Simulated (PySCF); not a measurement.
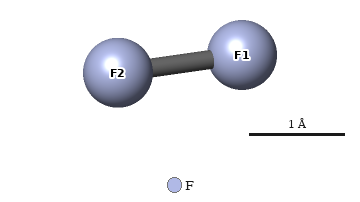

Fig. 1: The structure (ball-and-stick view, seen at an oblique angle; atoms are numbered from 1 in the order of the input). Bond lengths as drawn: F–F 1.40 Å.

## NMR shielding calculation of F2

F2 (fluorine), SMILES FF, computed with GIAO PBE0/pcSseg-1 NMR shielding, non-relativistic, gas phase (PySCF 2.14.0).

The geometry comes from this level: GFN2-xTB. Figures and captions count atoms from 1; the log counts them from 0 in places.

The program's output:
```
coarse grid: 2176 points
cycle   1  E = -199.2733417330  dE =  4.592e-02  |g| = 2.409e-01  |ddm| = 1.167e+00
cycle   2  E = -199.2791252370  dE = -5.784e-03  |g| = 1.188e-01  |ddm| = 1.316e-01
cycle   3  E = -199.2809789655  dE = -1.854e-03  |g| = 1.707e-02  |ddm| = 4.820e-02
cycle   4  E = -199.2810127716  dE = -3.381e-05  |g| = 5.114e-03  |ddm| = 9.339e-03
cycle   5  E = -199.2810159863  dE = -3.215e-06  |g| = 4.939e-05  |ddm| = 2.246e-03
final grid: 23208 points
cycle   6  E = -199.3027180860  dE = -4.769e-06  |g| = 5.300e-04  |ddm| = 3.785e-03
cycle   7  E = -199.3027181076  dE = -2.166e-08  |g| = 3.198e-04  |ddm| = 4.238e-04
cycle   8  E = -199.3027181201  dE = -1.247e-08  |g| = 5.742e-05  |ddm| = 1.591e-04
cycle   9  E = -199.3027181205  dE = -4.305e-10  |g| = 2.978e-06  |ddm| = 2.792e-05
converged SCF energy = -199.3027181205

GIAO shielding tensors (ppm)
atom      isotropic    diamagn.    paramagn.     s11        s22        s33       span
  0 F     -220.102     462.225    -682.326   -574.454   -574.453    488.603   1063.057
  1 F     -220.102     462.225    -682.326   -574.454   -574.454    488.603   1063.057
```

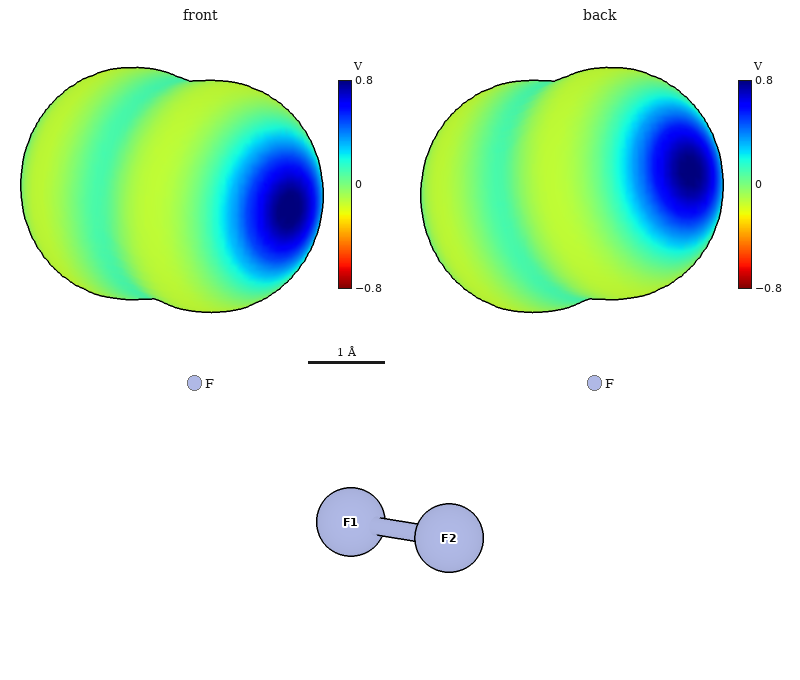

Fig. 2: The molecular electrostatic potential painted on the density surface at 0.002 e/bohr³, seen at a tilt and from behind; the colour scale runs from red (negative) to blue (positive). The bare structure is drawn below in the same view. Its dipole moment is zero.

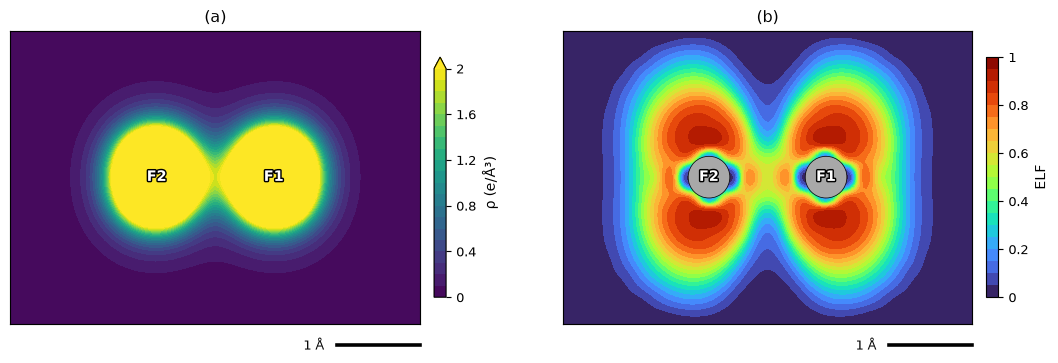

Fig. 3: (a) total electron density; (b) electron localisation function on a plane that holds the molecular axis. Grey discs, where drawn, cover atomic cores. Atoms in the plane: F. F–F (1.40 Å): ρ is about 1.9 e/Å³ halfway; the ELF peaks at about 0.75 between the atoms, which marks a covalent bond.

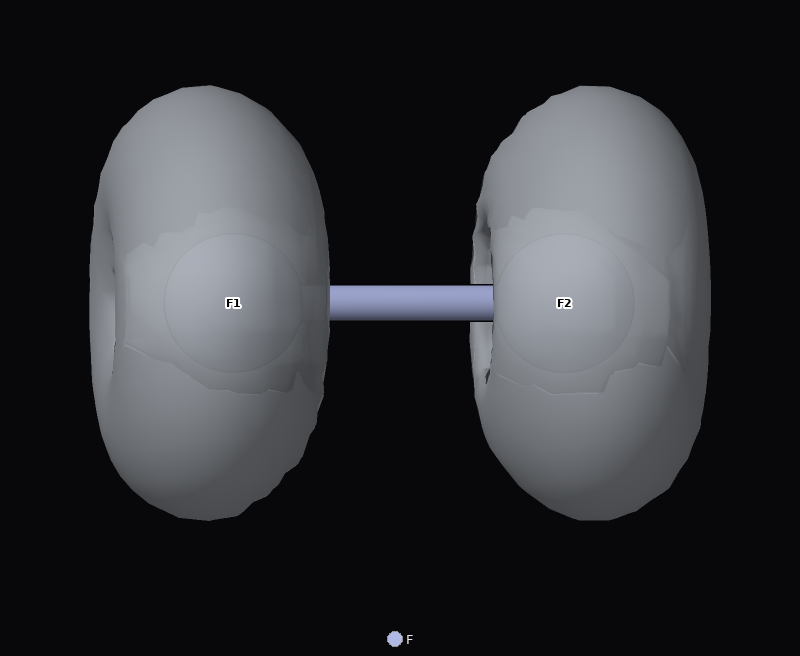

Fig. 4: Isosurface of the ELF at 0.75 (grey), seen from the side. Only the valence region is drawn (cores and ρ < 0.01 e/Å³ removed). Values along the shortest contacts: F–F (1.40 Å): the ELF peaks at about 0.75 between the atoms, which marks localised, shared-pair bonding.

The run was set up as follows.

Input file:
```
{"job": {"kind": "nmr", "xc": "PBE0", "basis": "pcSseg-1"}, "charge": 0, "multiplicity": 1}
F      0.703071    -0.002836    -0.002908
F     -0.700314     0.004104    -0.011240
```

The first line tells a small driver script what to run in PySCF; the rest is the geometry in Å.

Launched with:
```bash
OMP_NUM_THREADS=1 python <driver script> task.json out
```

Summary:

```csv
quantity,value
outcome,converged
total energy,−199.302718 hartree
HOMO,−11.67 eV
LUMO,−3.78 eV
dipole moment,0.00 D
"isotropic shielding, F",−220.1 ppm
hardware,"1 CPU thread, shared host"
wall time,0.93 s
peak memory,0.25 GiB
```
